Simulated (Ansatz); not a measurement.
**Ga₂H₂ (triplet): RPA-PBE over vertical spin and charge gaps, cc-pVTZ**

How well do these functionals follow the top wave-function level for Ga₂H₂ (triplet) over vertical spin and charge gaps?

Method: cc-pVTZ, all electrons in the functionals, frozen cores in the correlation of double hybrids and RPA; program: Ansatz 0.2.0, Gaussian basis.

To be run: RPA-PBE, at charge 0, triplet; charge 0, singlet; charge 0, quintet; charge 1, doublet; charge 1, quartet.

16 further runs of the same task are left out: 10 for a known fault of the program, 6 set aside as unsound or not needed.

## 1. The geometry

The geometry is a PBE0/def2-TZVP stationary point (not a proven minimum). No spin-orbit coupling is included. The filled d shell of Ga may be among the frozen orbitals whatever the setting's name suggests; the logs give the count.

4 atoms, charge 0, spin multiplicity 3.

Atoms are counted from 1 here; the program's logs count them from 0.

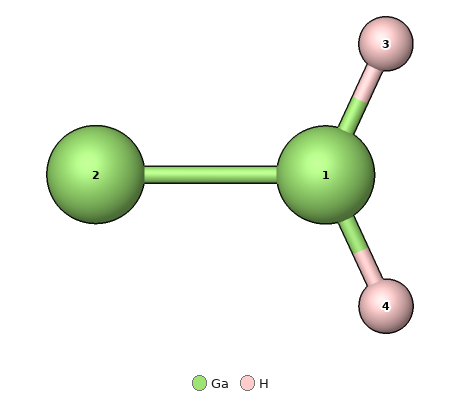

The geometry (gallium green, hydrogen pink); atoms are numbered from 1 in the order of the file.

No dispersion term is added.

The geometry shown and the zero of energy belong to the point charge 0, triplet. The yardstick, UCCSDT(Q), and other wave-function levels (R restricted, U unrestricted, valence and pair active spaces) come from earlier runs.

## 2. RPA-PBE, charge 0, triplet

in.yaml

```yaml
crystal:
  periodic: [false, false, false]
  atoms:
    - {symbol: Ga, position_ang: [0.000000, 0.000000, -1.214166]}
    - {symbol: Ga, position_ang: [0.000000, 0.000000, 1.268134]}
    - {symbol: H, position_ang: [0.000000, 1.421600, -1.866566]}
    - {symbol: H, position_ang: [0.000000, -1.421600, -1.866566]}
basis:
  gaussian: {orbitals: cc-pVTZ}
magnetization: {spin_polarized: true, initial_magnetization: 2}
hamiltonian: {xc: {name: PBE}}
correlation: {method: rpa, electrons: outside_noble_gas}
```

Launch:

```
$ ansatz run in.yaml --threads 2 --pin off --events-out ev --progress --plain --max-ram 24576MiB --backend cuda --devices 0, --max-vram 18GiB
```

The log of the run:

```text
Functional definition: PBE
  name "PBE"
  cite "Perdew, Burke & Ernzerhof, Phys. Rev. Lett. 77, 3865 (1996) doi:10.1103/PhysRevLett.77.3865"
  parent pbe
  parameter kappa = 0.804
  parameter beta = 0.06672455060314922
  exchange = pbe_x(kappa = kappa, mu = beta*pi^2/3)
  correlation = pbe_c(beta = beta)
727 factors; integrals over basis functions are off by at most 1.3e-3 eV
mean field evaluation 1: about -104770.3678 eV, gradient 2.4e1 eV
mean field evaluation 2: about -104770.3661 eV, gradient 2.4e1 eV
mean field evaluation 4: about -104772.0028 eV, gradient 9.7e0 eV
mean field evaluation 8: about -104772.8441 eV, gradient 1.3e-1 eV
mean field evaluation 16: about -104772.8443 eV, gradient 1.4e-5 eV
mean field evaluation 32: about -104772.8401 eV, gradient 2.4e-1 eV
mean field evaluation 64: about -104772.8454 eV, gradient 6.5e-2 eV
mean field -104772.84428397 eV, -3850.3310098512 hartree, gradient 3.0e-6 eV, S^2 2.002610; 4 other end points of the search recorded, 0 dependent functions left out
28 core orbitals not correlated: weight in the atoms' cores, before any rotation towards them, 0.996 or more for the frozen orbitals, at most 0.003 for the correlated occupied ones
reference -104699.72735114 eV, -3847.6440121302 hartree; 5, 3 occupied and 81, 83 virtual orbitals, 727 factors
Total energy: -104707.26915870 eV, -3847.9211684460 hartree
```

Wall time 8 s (1 × H100 (card shared with other runs) with 2 threads of AMD EPYC 7R13, shared host); peak host memory 0.85 GiB.

From the report: ⟨S²⟩ of the determinant 2.003 (pure triplet: 2.00).

## 3. RPA-PBE, charge 0, singlet

in.yaml, as its differences from that of step 2:

```diff
@@ -9,3 +9,3 @@
   gaussian: {orbitals: cc-pVTZ}
-magnetization: {spin_polarized: true, initial_magnetization: 2}
+magnetization: {spin_polarized: true, initial_magnetization: 0}
 hamiltonian: {xc: {name: PBE}}
```

Launch:

```
$ ansatz run in.yaml --threads 1 --pin off --events-out ev --progress --plain --max-ram 4096MiB --backend cpu
```

The log of the run, cut to the lines that bear on the results:

```text
Functional definition: PBE
  name "PBE"
  cite "Perdew, Burke & Ernzerhof, Phys. Rev. Lett. 77, 3865 (1996) doi:10.1103/PhysRevLett.77.3865"
  parent pbe
[...]
727 factors; integrals over basis functions are off by at most 1.3e-3 eV
[...]
mean field -104772.99232157 eV, -3850.3364501330 hartree, gradient 2.4e-6 eV, S^2 0.511397; 15 other end points of the search recorded, 0 dependent functions left out
28 core orbitals not correlated: weight in the atoms' cores, before any rotation towards them, 0.996 or more for the frozen orbitals, at most 0.003 for the correlated occupied ones
reference -104699.82125938 eV, -3847.6474631946 hartree; 4, 4 occupied and 82, 82 virtual orbitals, 727 factors
Total energy: -104707.45318210 eV, -3847.9279311815 hartree
```

It took 21 s on 1 thread of AMD EPYC 7R13, shared host; peak memory 0.27 GiB.

From the report: ⟨S²⟩ of the determinant 0.511 (pure singlet: 0.00). The determinant is far from a pure spin state, so its energy mixes those of several spin states (harmless only where they are near-degenerate, as at dissociation).

From charge 0, triplet: -4.2 kcal/mol.

## 4. RPA-PBE, charge 0, quintet

in.yaml, as its differences from that of step 3:

```diff
@@ -9,3 +9,3 @@
   gaussian: {orbitals: cc-pVTZ}
-magnetization: {spin_polarized: true, initial_magnetization: 0}
+magnetization: {spin_polarized: true, initial_magnetization: 4}
 hamiltonian: {xc: {name: PBE}}
```

Launch:

```
$ ansatz run in.yaml --threads 2 --pin off --events-out ev --progress --plain --max-ram 24576MiB --backend cuda --devices 0, --max-vram 18GiB
```

The log of the run:

```text
Functional definition: PBE
  name "PBE"
  cite "Perdew, Burke & Ernzerhof, Phys. Rev. Lett. 77, 3865 (1996) doi:10.1103/PhysRevLett.77.3865"
  parent pbe
  parameter kappa = 0.804
  parameter beta = 0.06672455060314922
  exchange = pbe_x(kappa = kappa, mu = beta*pi^2/3)
  correlation = pbe_c(beta = beta)
727 factors; integrals over basis functions are off by at most 1.3e-3 eV
mean field evaluation 1: about -104765.8022 eV, gradient 2.5e1 eV
mean field evaluation 2: about -104765.8010 eV, gradient 2.5e1 eV
mean field evaluation 4: about -104765.0182 eV, gradient 1.7e1 eV
mean field evaluation 8: about -104767.7733 eV, gradient 4.4e0 eV
mean field evaluation 16: about -104768.0211 eV, gradient 8.0e-3 eV
mean field evaluation 32: about -104767.7986 eV, gradient 1.8e-6 eV
mean field evaluation 64: about -104767.9114 eV, gradient 1.3e0 eV
mean field evaluation 96: about -104768.0014 eV, gradient 4.6e-1 eV
mean field evaluation 128: about -104768.0204 eV, gradient 1.1e-1 eV
mean field evaluation 160: about -104767.7985 eV, gradient 7.3e-2 eV
mean field -104768.02106682 eV, -3850.1537598902 hartree, gradient 8.6e-7 eV, S^2 6.002589; 10 other end points of the search recorded, 0 dependent functions left out
28 core orbitals not correlated: weight in the atoms' cores, before any rotation towards them, 0.995 or more for the frozen orbitals, at most 0.003 for the correlated occupied ones
reference -104696.14267456 eV, -3847.5122776958 hartree; 6, 2 occupied and 80, 84 virtual orbitals, 727 factors
Error: the energy between an occupied orbital and the lowest state that it is excited into in its spin channel is -0.1521 eV and must be positive: a state without a gap has no random-phase energy
```

Run time: 21 s. Hardware: 1 × H100 (card shared with other runs) with 2 threads of AMD EPYC 7R13, shared host; peak host memory 0.77 GiB.

The run stopped with an error; it gives no energy for the table.

## 5. RPA-PBE, charge 1, doublet

in.yaml, as its differences from that of step 4:

```diff
@@ -9,3 +9,4 @@
   gaussian: {orbitals: cc-pVTZ}
-magnetization: {spin_polarized: true, initial_magnetization: 4}
+total_charge: 1
+magnetization: {spin_polarized: true, initial_magnetization: 1}
 hamiltonian: {xc: {name: PBE}}
```

Same command.

The log of the run, cut to the lines that bear on the results:

```text
Functional definition: PBE
  name "PBE"
  cite "Perdew, Burke & Ernzerhof, Phys. Rev. Lett. 77, 3865 (1996) doi:10.1103/PhysRevLett.77.3865"
  parent pbe
[...]
727 factors; integrals over basis functions are off by at most 1.3e-3 eV
[...]
mean field -104766.12280771 eV, -3850.0840001548 hartree, gradient 3.5e-6 eV, S^2 0.752576; 0 other end points of the search recorded, 0 dependent functions left out
28 core orbitals not correlated: weight in the atoms' cores, before any rotation towards them, 0.996 or more for the frozen orbitals, at most 0.002 for the correlated occupied ones
reference -104693.74982516 eV, -3847.4243421023 hartree; 4, 3 occupied and 82, 83 virtual orbitals, 727 factors
Total energy: -104700.45220136 eV, -3847.6706498845 hartree
```

Wall time 4.9 s (1 × H100 (card shared with other runs) with 2 threads of AMD EPYC 7R13, shared host); peak host memory 0.85 GiB.

From the report: ⟨S²⟩ of the determinant 0.753 (pure doublet: 0.75).

From charge 0, triplet: +157.2 kcal/mol.

## 6. RPA-PBE, charge 1, quartet

in.yaml, as its differences from that of step 5:

```diff
@@ -10,3 +10,3 @@
 total_charge: 1
-magnetization: {spin_polarized: true, initial_magnetization: 1}
+magnetization: {spin_polarized: true, initial_magnetization: 3}
 hamiltonian: {xc: {name: PBE}}
```

Launched as before.

The log of the run, cut to the lines that bear on the results:

```text
Functional definition: PBE
  name "PBE"
  cite "Perdew, Burke & Ernzerhof, Phys. Rev. Lett. 77, 3865 (1996) doi:10.1103/PhysRevLett.77.3865"
  parent pbe
[...]
727 factors; integrals over basis functions are off by at most 1.3e-3 eV
[...]
mean field -104762.30772662 eV, -3849.9437985107 hartree, gradient 7.2e-6 eV, S^2 3.760414; 12 other end points of the search recorded, 0 dependent functions left out
28 core orbitals not correlated: weight in the atoms' cores, before any rotation towards them, 0.989 or more for the frozen orbitals, at most 0.009 for the correlated occupied ones
reference -104689.70802694 eV, -3847.2758087572 hartree; 5, 2 occupied and 81, 84 virtual orbitals, 727 factors
Total energy: -104696.39014244 eV, -3847.5213719725 hartree
```

Run time: 8 s. Hardware: 1 × H100 (card shared with other runs) with 2 threads of AMD EPYC 7R13, shared host; peak host memory 0.85 GiB.

From the report: ⟨S²⟩ of the determinant 3.760 (pure quartet: 3.75).

From charge 0, triplet: +250.9 kcal/mol.

## 7. The comparison

The yardstick is UCCSDT(Q), where the cluster series has nearly closed. It comes from earlier runs at the same points. Energies in kcal/mol, counted from charge 0, triplet; blanks weren't run or aren't comparable.

| level | triplet to singlet | ionisation to the doublet cation | ionisation to the quartet cation |
| --- | --- | --- | --- |
| UCCSDT(Q) | -4.2 | 152.3 |  |
| RPA-PBE | -4.2 | 157.2 | 250.9 |

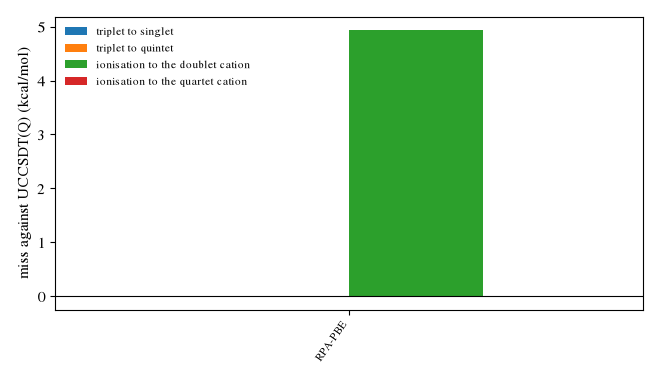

Misses of the gaps against UCCSDT(Q).

Largest miss and mean time a point (UCCSDT(Q) took 20 s a point; shared hosts):

| level | largest miss (kcal/mol) | where | time a point |
| --- | --- | --- | --- |
| RPA-PBE | +4.9 | ionisation to the doublet cation | 12 s |

## 8. Summary of results

| quantity | value |
| --- | --- |
| triplet to singlet, UCCSDT(Q) | -4.2 kcal/mol |
| ionisation to the doublet cation, UCCSDT(Q) | 152.3 kcal/mol |
| largest miss, RPA-PBE | +4.9 kcal/mol (ionisation to the doublet cation) |

In words: Misses are known at 2 of 4 points at best, and only functionals with that many are ranked. RPA-PBE strays by up to 4.9 kcal/mol, at ionisation to the doublet cation. RPA-PBE clearly breaks the spin symmetry at some points (⟨S²⟩ up to 0.51 above the pure value), so energy there is bought with a mixed spin. Functionals and the yardstick converge differently with the basis, so part of each miss in cc-pVTZ is the basis.
